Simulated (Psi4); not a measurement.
# CH4OS (SMILES C[SH]=O): a first try and a second

Aim: the excited states of CH4OS at TDHF/aug-cc-pVDZ (density fitting, save jk yes, triplets only).

The results are computed with Psi4 1.11.

2 further runs of the same task are left out: 1 that didn't finish, 1 set aside as unsound or not needed.

**1. The system as given**

CH4OS has 7 atoms, charge 0, and is taken as a singlet. As SMILES, `C[SH]=O`. The coordinates come from a GFN2-xTB relaxation.

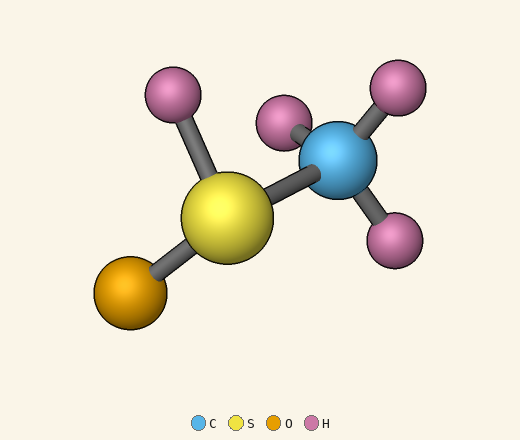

The structure, seen from a chosen angle (carbon blue, sulfur yellow, oxygen amber, hydrogen pink).

**2. First attempt**

ch4os.in reads:

```
memory 1600 MB

molecule {
  0 1
  C     -0.567460     0.406850    -0.269680
  S      1.144530    -0.227530     0.037660
  O      1.107370    -1.667200    -0.197910
  H     -0.737340     0.392860    -1.341680
  H      1.043250    -0.089750     1.440500
  H     -0.624340     1.421560     0.106570
  H      0.963250    -0.089750     1.440500
}

set {
  basis    aug-cc-pVDZ
  scf_type df
  save_jk  true
}

from psi4.driver.procrouting.response.scf_response import tdscf_excitations
energy_value, wavefunction = energy("scf", return_wfn=True)
states = tdscf_excitations(wavefunction, states=10, tda=False, triplets='only')
```

On the command line:

```bash
psi4 -i ch4os.in -o ch4os.out -n 1
```

ch4os.out:

```text
Psi4 1.11 release

qcelemental.exceptions.ValidationError: Following atoms are too close: [(4, np.int64(6), np.float64(0.07999999999999996))]

Printing out the relevant lines from the Psithon --> Python processed input file:
    from psi4.driver.wrapper_database import database, db, DB_RGT, DB_RXN
    from psi4.driver.wrapper_autofrag import auto_fragments
    psi4_io = core.IOManager.shared_object()
    core.set_memory_bytes(1600000000)

--> geometry("""
      0 1
      C     -0.567460     0.406850    -0.269680
      S      1.144530    -0.227530     0.037660
      O      1.107370    -1.667200    -0.197910
      H     -0.737340     0.392860    -1.341680

!----------------------------------------------------------------------------------!
!                                                                                  !
!  Following atoms are too close: [(4, np.int64(6),                                !
!     np.float64(0.07999999999999996))]                                            !
!                                                                                  !
!----------------------------------------------------------------------------------!

    Psi4 run time: 0:00:00.00
```

It took 0.97 s on 1 thread of Intel Xeon 6975P-C (Granite Rapids), shared host; peak memory 0.13 GiB.

**3. What went wrong**

The program refused the input.

The telling line is `Following atoms are too close: [(4, np.int64(6),`. What is wrong: two atoms lie on top of or far too near each other. As the program read them, the closest atoms are 0.08 Å apart, against 1.08 Å in the sound input.

**4. Try two**

calc.in reads:

```
memory 1600 mb

molecule {
  0 1
  C     -0.567460     0.406850    -0.269680
  S      1.144530    -0.227530     0.037660
  O      1.107370    -1.667200    -0.197910
  H     -0.737340     0.392860    -1.341680
  H     -1.286010    -0.236800     0.224540
  H     -0.624340     1.421560     0.106570
  H      0.963250    -0.089750     1.440500
  units angstrom
}

set {
  basis    aug-cc-pVDZ
  scf_type df
  save_jk  true
}

from psi4.driver.procrouting.response.scf_response import tdscf_excitations
E, wfn = energy("scf", return_wfn=True)
states = tdscf_excitations(wfn, states=10, tda=False, triplets='only')
print_variables()
```

On the command line:

```bash
psi4 -n 1 calc.in calc.out
```

calc.out, cut to the lines that bear on the results:

```text
[...]
  Running in c1 symmetry.
[...]
  Nuclear repulsion =  117.382402185978123
[...]
  Multiplicity = 1
[...]
  Nalpha       = 17
  Nbeta        = 17
[...]
    Number of basis functions: 109
[...]
   @DF-RHF iter   1:  -512.36680525333850   -1.46541e-01   5.14770e-03 ADIIS/DIIS
[...]
   @DF-RHF iter   9:  -512.52832351687891   -3.55559e-08   2.56982e-07 DIIS
[...]
  @DF-RHF Final Energy:  -512.52832351687891
   => Energetics <=
    Nuclear Repulsion Energy =            117.3824021859781226
    One-Electron Energy =                -939.1230956393876568
    Two-Electron Energy =                 309.2123699365305924
    Total Energy =                       -512.5283235168790270
[...]
 Multipole Moments:
 ------------------------------------------------------------------------------------
     Multipole            Electronic (a.u.)      Nuclear  (a.u.)        Total (a.u.)
 ------------------------------------------------------------------------------------
 L = 1.  Multiply by 2.5417464519 to convert [e a0] to [Debye]
 Dipole X            :          3.6054830           -4.2493795           -0.6438965
 Dipole Y            :         -1.5617124            3.0090624            1.4473501
 Dipole Z            :         -0.3125203            0.6845709            0.3720506
 Magnitude           :                                                    1.6272205
[...]
**********                               WARNING                                **********
**********       The names of excited state variables changed between 1.5       **********
[...]
**********                               WARNING                                **********
**********  Length-gauge rotatory strengths are **NOT** gauge-origin invariant  **********
[...]
                                    Excitation Energy         Total Energy        Oscillator Strength             Rotatory Strength
[...]
Excited State    1 (3 A):   0.17730 au   256.99 nm f = 0.0000
[...]
Excited State    7 (3 A):   0.29216 au   155.95 nm f = 0.0000
[...]
Excited State    8 (3 A):   0.30426 au   149.75 nm f = 0.0000
[...]
Excited State    9 (3 A):   0.31656 au   143.93 nm f = 0.0000
[...]
Excited State   10 (3 A):   0.32338 au   140.90 nm f = 0.0000
[...]
**********                               WARNING                                **********
**********       The names of excited state variables changed between 1.5       **********
[...]
```

It took 8.4 s on 1 thread of Intel Xeon 6975P-C (Granite Rapids), shared host; peak memory 0.31 GiB.

The roots found:

```csv
excited state,energy (eV),strength,label
1,4.824,0.0000,A 3
2,5.433,0.0000,A 3
3,6.234,0.0000,A 3
4,6.933,0.0000,A 3
5,7.200,0.0000,A 3
6,7.868,0.0000,A 3
7,7.950,0.0000,A 3
8,8.279,0.0000,A 3
9,8.614,0.0000,A 3
10,8.800,0.0000,A 3
```

**5. Outcome**

At TDHF/aug-cc-pVDZ (density fitting, save jk yes, triplets only):

| quantity | value |
| --- | --- |
| ground-state or mean-field energy | -512.52832 Eh |
| dipole moment (Hartree–Fock density) | 4.14 D |
| HOMO energy (Hartree–Fock orbitals) | -10.41 eV |
| LUMO energy (Hartree–Fock orbitals) | 0.80 eV |
| HOMO–LUMO gap (Hartree–Fock orbitals) | 11.20 eV |
| lowest excitation energy | 4.82 eV |
